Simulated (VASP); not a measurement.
# Lattice of BaZrO3 across functionals and dispersion corrections

How close do the usual functionals, with and without dispersion, come to the cell of BaZrO3? The levels: PBE, LDA, r2SCAN and PBE + D3(BJ). The start is a cell from a database of measured crystal structures.

Calculated with VASP 6.6.1; PBE; plane waves and PAW (Ba_sv, Zr_sv, O), in the first sound run; inputs show where later runs differ.

The experiments to compare with:

For BaZrO3, cubic perovskite (undoped submicron crystals from molten salt synthesis), “Excitation-Dependent Photoluminescence of BaZrO3:Eu3+ Crystals” (2022, pmc:9457899) gives, by XRD Rietveld refinement: lattice constant a (a, undoped) 4.1947 ± 0.0002 Å [submicron molten-salt powder; measurement temperature not stated].

Most raw output is cut from this account.

### Step 1. The starting structure

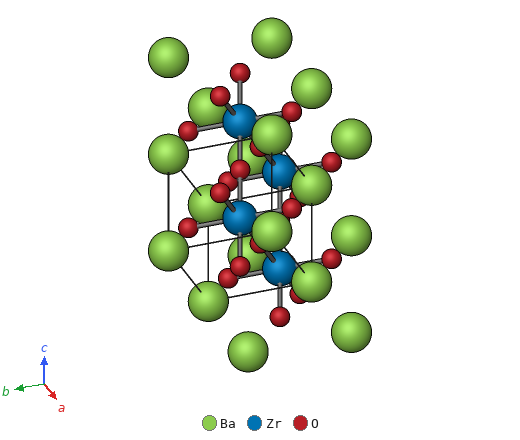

Start, viewed from a free direction; barium green, zirconium blue, oxygen red. 2×1×2 cells are drawn. Some periodic images of atoms are drawn too.

### Step 2. Relaxation with PBE

Properties are meant for the cell that this level of theory prefers, so cell and atoms are relaxed first (ISIF = 3) until forces and stress are small; EDIFFG sets the threshold. PBE, the usual starting point, adds the gradient of the density.

The input, INCAR:

```
SYSTEM = BaZrO3
PREC = Accurate
ENCUT = 560
EDIFF = 1E-06
NELM = 100
ISMEAR = -1
SIGMA = 0.05
LREAL = .FALSE.
ALGO = Normal
GGA = PE
NBANDS = 26
LASPH = .TRUE.
LORBIT = 11
LWAVE = .FALSE.
LCHARG = .FALSE.
KPAR = 2
IBRION = 2
NSW = 60
ISIF = 3
EDIFFG = -0.01
```

The input, POSCAR:

```
BaZrO3
1.0
    4.1913400000      0.0000000000      0.0000000000
    0.0000000000      4.1913400000      0.0000000000
    0.0000000000      0.0000000000      4.1913400000
Ba Zr O
1 1 3
Direct
    0.0000000000      0.0000000000      0.0000000000
    0.5000000000      0.5000000000      0.5000000000
    0.0000000000      0.5000000000      0.5000000000
    0.5000000000      0.0000000000      0.5000000000
    0.5000000000      0.5000000000      0.0000000000
```

The input, KPOINTS:

```
Automatic mesh
0
Gamma
5 5 5
0 0 0
```

The projector-augmented-wave data sets are Ba_sv, Zr_sv and O (PBE family, release 64).

The run is started by

```sh
mpirun -np 2 vasp_std
```

Run time: 21 s. Hardware: 2 MPI ranks of Intel Xeon Platinum 8488C (Sapphire Rapids), shared host; peak memory 0.38 GiB.

The gap is read on the k-mesh alone, so it is an upper bound where the band edges lie off the mesh. Harder data sets than Ba_sv exist (the GW ones), and pressures, volumes and forces can shift noticeably with them. The run keeps the 48 symmetry operations of its start, so it cannot find a distortion of lower symmetry.

The steps of the relaxation:

```
step  energy less that of the first step (eV)  largest force (eV/Å)  pressure (GPa)  volume (Å³)
   1                                   0.0000                0.0000            5.04        73.63
   2                                   0.0052                0.0000           -4.79        78.68
   3                                  -0.0361                0.0000           -0.02        76.01
```

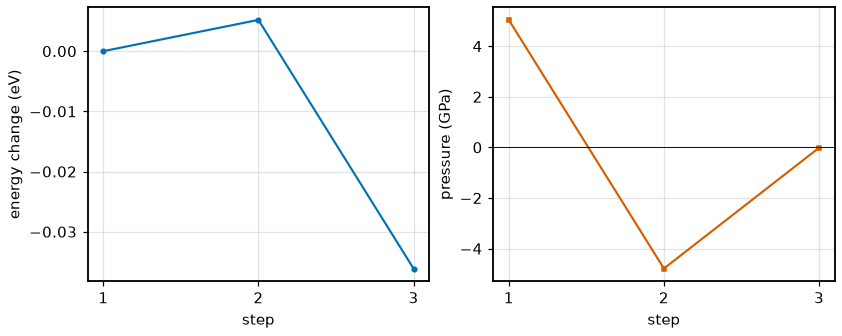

Energy and pressure along the relaxation.

```
conventional cell, symmetrised  before  after  change
                         a (Å)   4.191  4.236  +1.1 %
                         b (Å)   4.191  4.236  +1.1 %
                         c (Å)   4.191  4.236  +1.1 %
              volume (Å³/atom)   14.73  15.20  +3.2 %
```

The relaxed structure:

```cif
data_structure
_symmetry_space_group_name_H-M 'P 1'
_symmetry_Int_Tables_number 1
_cell_length_a 4.2360
_cell_length_b 4.2360
_cell_length_c 4.2360
_cell_angle_alpha 90.000
_cell_angle_beta 90.000
_cell_angle_gamma 90.000
_cell_volume 76.01
loop_
_atom_site_label
_atom_site_type_symbol
_atom_site_fract_x
_atom_site_fract_y
_atom_site_fract_z
_atom_site_occupancy
Ba1 Ba 0.00000 0.00000 0.00000 1
Zr2 Zr 0.50000 0.50000 0.50000 1
O3 O 0.00000 0.50000 0.50000 1
O4 O 0.50000 0.00000 0.50000 1
O5 O 0.50000 0.50000 0.00000 1
```

A gap read on the k-mesh alone can miss the band edges.

Numbers from this step:

```
electrons                       : 40
bands                           : 26
irreducible k-points            : 10
symmetry operations             : 48
free energy (TOTEN)             : -41.72 eV
Fermi energy                    : 4.732 eV
pressure                        : -0.01685 GPa
metallic                        : no
valence top at k                : 0.4, 0.4, 0.4
conduction bottom at k          : 0, 0, 0
least direct gap at k           : 0, 0, 0
SCF cycles over all ionic steps : 33
gap on the k-mesh               : 3.217 eV
least direct gap on the k-mesh  : 3.375 eV
```

It ends with forces that vanish by symmetry and a pressure of -0.02 GPa. The volume lies +3.2 % from that of the database's start. The conventional cell has a = 4.236 Å.

### Step 3. Relaxation with LDA

This step: LDA; plane waves and PAW (Ba_sv, Zr_sv, O) (VASP 6.6.1).

LDA, the lowest rung, knows the local density alone.

INCAR: that of step 2 with these lines changed.

```diff
@@ -9,3 +9,3 @@
 ALGO = Normal
-GGA = PE
+GGA = CA
 NBANDS = 26
```

POSCAR is that of step 2.

KPOINTS is that of step 2.

The run is started by

```sh
mpirun -np 2 vasp_std
```

Run time: 15 s. Hardware: 2 MPI ranks; peak memory 0.33 GiB; 30 s of CPU time.

The PAW data sets were made with PBE, though LDA sets exist; this is a small mismatch.

The steps of the relaxation:

```
step  energy less that of the first step (eV)  largest force (eV/Å)  pressure (GPa)  volume (Å³)
   1                                   0.0000                0.0000           -3.65        73.63
   2                                   0.0103                0.0000            4.96        70.12
   3                                  -0.0186                0.0000           -0.03        72.04
```

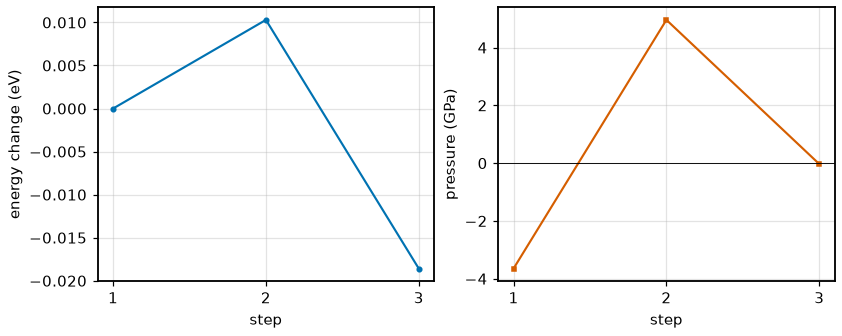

Energy and pressure along the relaxation.

```
conventional cell, symmetrised  before  after  change
                         a (Å)   4.191  4.161  -0.7 %
                         b (Å)   4.191  4.161  -0.7 %
                         c (Å)   4.191  4.161  -0.7 %
              volume (Å³/atom)   14.73  14.41  -2.2 %
```

Final coordinates:

```cif
data_structure
_symmetry_space_group_name_H-M 'P 1'
_symmetry_Int_Tables_number 1
_cell_length_a 4.1609
_cell_length_b 4.1609
_cell_length_c 4.1609
_cell_angle_alpha 90.000
_cell_angle_beta 90.000
_cell_angle_gamma 90.000
_cell_volume 72.04
loop_
_atom_site_label
_atom_site_type_symbol
_atom_site_fract_x
_atom_site_fract_y
_atom_site_fract_z
_atom_site_occupancy
Ba1 Ba 0.00000 0.00000 0.00000 1
Zr2 Zr 0.50000 0.50000 0.50000 1
O3 O 0.00000 0.50000 0.50000 1
O4 O 0.50000 0.00000 0.50000 1
O5 O 0.50000 0.50000 0.00000 1
```

This step gave:

* free energy (TOTEN): -45.91 eV
* Fermi energy: 4.625 eV
* pressure: -0.02998 GPa
* SCF cycles over all ionic steps: 32
* gap on the k-mesh: 3.225 eV
* least direct gap on the k-mesh: 3.303 eV

It ends at 14.41 Å³/atom, -2.2 % from the start, with -0.03 GPa left. The conventional cell has a = 4.161 Å.

### Step 4. Relaxation with r2SCAN

This step: r2SCAN; plane waves and PAW (Ba_sv, Zr_sv, O) (VASP 6.6.1).

r2SCAN adds the kinetic-energy density, costs more than a GGA and is run with LASPH.

INCAR: that of step 3 with these lines changed.

```diff
@@ -9,5 +9,5 @@
 ALGO = Normal
-GGA = CA
+METAGGA = R2SCAN
+LASPH = .TRUE.
 NBANDS = 26
-LASPH = .TRUE.
 LORBIT = 11
```

POSCAR is that of step 3.

KPOINTS is that of step 3.

The run is started by

```sh
mpirun -np 2 vasp_std
```

The job ended after 70 s (2 MPI ranks; peak memory 0.39 GiB; 2.3 min of CPU time).

The PAW data sets were made with PBE, which is usual practice but a small mismatch for other functionals.

Step by step:

```
step  energy less that of the first step (eV)  largest force (eV/Å)  pressure (GPa)  volume (Å³)
   1                                   0.0000                0.0000            2.67        73.63
   2                                   0.0047                0.0000           -3.04        76.28
   3                                  -0.0095                0.0000            0.00        74.80
```

```
conventional cell, symmetrised  before  after  change
                         a (Å)   4.191  4.213  +0.5 %
                         b (Å)   4.191  4.213  +0.5 %
                         c (Å)   4.191  4.213  +0.5 %
              volume (Å³/atom)   14.73  14.96  +1.6 %
```

The relaxed structure:

```xyz
5
Lattice="4.2135 0.0000 0.0000 0.0000 4.2135 0.0000 0.0000 0.0000 4.2135" Properties=species:S:1:pos:R:3 pbc="T T T"
Ba    0.0000    0.0000    0.0000
Zr    2.1067    2.1067    2.1067
O     0.0000    2.1067    2.1067
O     2.1067    0.0000    2.1067
O     2.1067    2.1067    0.0000
```

It ends at 14.96 Å³/atom, +1.6 % from the start, with 0.00 GPa left. The conventional cell has a = 4.213 Å.

### Step 5. Relaxation with PBE + D3(BJ)

This step: PBE with D3(BJ); plane waves and PAW (Ba_sv, Zr_sv, O) (VASP 6.6.1).

A dispersion term adds the long-range attraction that semilocal functionals lack. D3 with Becke-Johnson damping keeps a finite attraction at short range.

INCAR: that of step 4 with these lines changed.

```diff
@@ -9,5 +9,6 @@
 ALGO = Normal
-METAGGA = R2SCAN
+GGA = PE
+IVDW = 12
+NBANDS = 26
 LASPH = .TRUE.
-NBANDS = 26
 LORBIT = 11
```

POSCAR is that of step 4.

KPOINTS is that of step 4.

The run is started by

```sh
mpirun -np 2 vasp_std
```

Run time: 23 s. Hardware: 2 MPI ranks; peak memory 0.4 GiB; 44 s of CPU time.

Step by step:

```
step  energy less that of the first step (eV)  largest force (eV/Å)  pressure (GPa)  volume (Å³)
   1                                   0.0000                0.0000            2.30        73.63
   2                                   0.0016                0.0000           -2.40        75.91
   3                                  -0.0076                0.0000            0.00        74.71
```

```
conventional cell, symmetrised  before  after  change
                         a (Å)   4.191  4.212  +0.5 %
                         b (Å)   4.191  4.212  +0.5 %
                         c (Å)   4.191  4.212  +0.5 %
              volume (Å³/atom)   14.73  14.94  +1.5 %
```

The relaxed structure:

```xyz
5
Lattice="4.2116 0.0000 0.0000 0.0000 4.2116 0.0000 0.0000 0.0000 4.2116" Properties=species:S:1:pos:R:3 pbc="T T T"
Ba    0.0000    0.0000    0.0000
Zr    2.1058    2.1058    2.1058
O     0.0000    2.1058    2.1058
O     2.1058    0.0000    2.1058
O     2.1058    2.1058    0.0000
```

It ends at 14.94 Å³/atom, +1.5 % from the start, with 0.00 GPa left. The conventional cell has a = 4.212 Å. Against plain PBE, the dispersion term moves a by -0.6 %.

### Step 6. The cells as a table

This step: relaxed cells at several levels; plane waves and PAW (VASP 6.6.1).

This step runs nothing: it gathers the runs above.

Lengths are those of the conventional cell; cost is the wall time of each run, as given at its step, times its ranks, without the set-up around it. Results by level, by row:

```
       level  volume (Å³/atom)  change from the start (%)  a (Å)  cost (core minutes)
         PBE              15.2                        3.2  4.236                  0.7
         LDA             14.41                       -2.2  4.161                0.513
      r2SCAN             14.96                        1.6  4.213                 2.33
PBE + D3(BJ)             14.94                        1.5  4.212                0.767
```

### Step 7. What came out

| Quantity | Value |
| --- | --- |
| volume, PBE | 15.20 Å³/atom |
| volume, LDA | 14.41 Å³/atom |
| volume, r2SCAN | 14.96 Å³/atom |
| volume, PBE + D3(BJ) | 14.94 Å³/atom |

What this shows: For BaZrO3 the levels give volumes between 14.41 Å³/atom (LDA) and 15.20 Å³/atom (PBE), a spread of 5.5 %, while the cost of the finished runs spans a factor of 4.5. Within 1 % of experiment on every length: PBE, LDA, r2SCAN and PBE + D3(BJ). The nearest, PBE + D3(BJ), is among the cheap ones. Thermal and zero-point expansion, often some tenths of a per cent in length, bear on this order: with the measured lengths lowered by an assumed 0.4 % the nearest becomes LDA. The costs hold the number of ionic steps as well as the price of the functional. Adding D3(BJ) to PBE changes the volume by -1.7 % (a by -0.6 %). Within 0.02 Å all end in space group Pm-3m; the runs can't lower the symmetry of the start. Each is a single relaxation on the plane waves of the start cell, so larger changes of volume carry a basis-set error that was not tested here.

Comparison with the measured values:

| quantity | measured | PBE | LDA | r2SCAN | PBE + D3(BJ) |
| --- | --- | --- | --- | --- | --- |
| lattice constant a (Å) | 4.1947 | 4.236 (+1.0 %) | 4.161 (-0.8 %) | 4.213 (+0.4 %) | 4.212 (+0.4 %) |

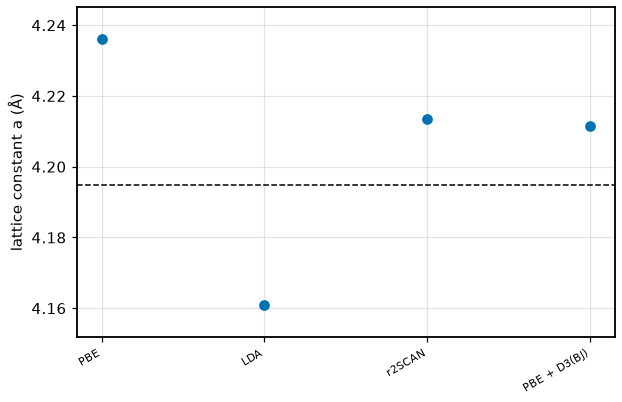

The lattice constant a by level; the dashed line is the measured value.

Measured values from pmc:9457899 (2022).

**Verdict.** For the lattice constant a, of the levels listed nearest comes PBE + D3(BJ) (+0.4 %, good agreement) and farthest PBE (+1.0 %, fair agreement). The grades are ours: good and fair within 0.7 and 1.5 % for the lattice constant a. For lattice constants the calculation has a static lattice, without zero-point motion or thermal expansion.

[Lines on the potential files, build, host, timing and source positions are cut from VASP's logs without a mark.]

[Logs are printed without paths, hosts, clocks, repeated set-up lines and the standing remarks that a program may print on its own settings, such as how far it seeks lower states.]

[Hosts, paths, dates, database ids (printed as entryN), source tags and the programs' standing remarks are cut or masked in the printed files.]

[A measured line is paired with the nearest computed mode of its activity, which favours agreement.]
